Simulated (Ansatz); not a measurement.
System: H₅PSi···HF.

```csv
atom,x (Å),y (Å),z (Å)
Si,-0.5067,-0.2224,-0.2101
F,0.2248,1.0817,2.1569
H,0.6874,-0.8639,0.4039
H,-0.2985,1.2296,-0.4642
H,-0.7640,-0.8875,-1.5278
P,-2.2394,-0.4860,1.1364
H,-3.2490,-0.2301,0.1574
H,-2.2914,-1.9104,1.0336
H,-0.6017,0.9769,2.5581
```

Not at a stationary point (largest force 1.0 eV/Å).

All numbers below come from RKS PBE0-D4/def2-SVP in Ansatz 0.2.0.

Q: What can the converged electron density and electron localisation function tell about the bonding?

A: Si1···F2 (2.80 Å): the density falls to about 0.1 e/Å³ on the way; the ELF dips to about 0.05 between them.
Si–P (2.21 Å): the density is about 0.78 e/Å³ at the midpoint; the ELF peaks at about 0.95 between the atoms; a covalent bond.
F–H (0.92 Å): the density is about 4.6 e/Å³ at the midpoint; the ELF climbs to about 1 towards the hydrogen, as it does in any bond to H; an ordinary covalent bond to hydrogen.
Si–H (1.50 Å): ρ is about 0.76 e/Å³ halfway; the ELF climbs to about 1 towards the hydrogen.

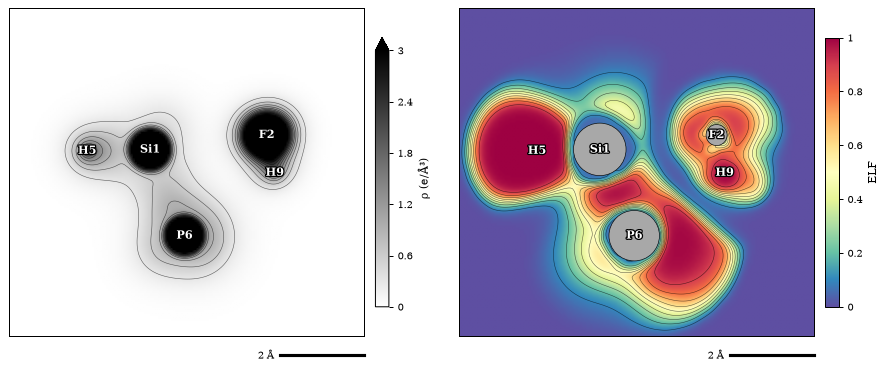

Computed electron density and electron localisation function on the plane of atoms H5, Si1 and P6, in this order. Grey discs cover the atomic cores in the ELF map. 
